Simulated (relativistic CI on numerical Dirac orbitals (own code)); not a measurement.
Relativistic CI calculation, with input and output: Pt²⁺

Pt²⁺. Computed at this level: Dirac-Coulomb-Breit CI, KLI orbitals optimised for each configuration, model QED (radiative potential, 1s self-energy scaled to tabulated hydrogen-like ionisation energies), valence Slater integrals scaled by 0.9, multiplet model of photoemission in the sudden approximation in a parametric crystal field (relativistic CI on numerical Dirac orbitals, in-house).

Input:
```
atom Pt  Z=78  charge=2  electrons=76
nucleus A=195  rms_radius_fm=5.4270
hamiltonian dirac-coulomb  breit=on  qed=on  c_scale=1
orbitals kli  potential=per-configuration
slater_scale 0.9
correlation none
mixing on
configurations
  [Xe] 4f14 5d8
  [Kr] 4d10 4f14 5s2 5p5 5d8
end
photoemission 5p T=300 lorentz=1.05 gauss=0.6
crystal_field Td 10Dq=-2450
```

The program writes its results to a structured record and prints no log; tables and figures of this report are taken from that record.

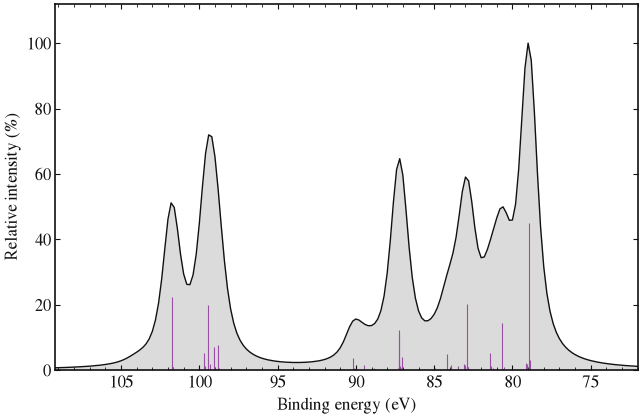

5p photoemission of Pt²⁺, [Xe] 4f¹⁴ 5d⁸, in a field of Td symmetry with 10Dq = −2,450 cm⁻¹. Sticks are the strongest transitions, on a scale of their own. Multiplet model: relativistic Dirac–Coulomb–Breit theory, one configuration a step, Slater integrals scaled by 0.9, 300 K, Voigt broadening (Lorentzian 1.05 eV, Gaussian 0.6 eV full widths), computed with a radial Dirac CI code. The main maxima lie at 79.0 eV (100), 80.6 eV (50), 82.9 eV (59), 87.2 eV (65), 90.0 eV (16), 99.3 eV (72) and 101.7 eV (51), heights in % of the largest; the centroid is at 88.2 eV. The ground state has S = 0.98.

Results in brief:

| quantity | value |
| --- | --- |
| outcome | converged |
| hardware | 1 CPU thread, shared host |

Remarks:

Limits: free-ion energies without screening by ligands, so binding energies differ from solids by tens of eV.
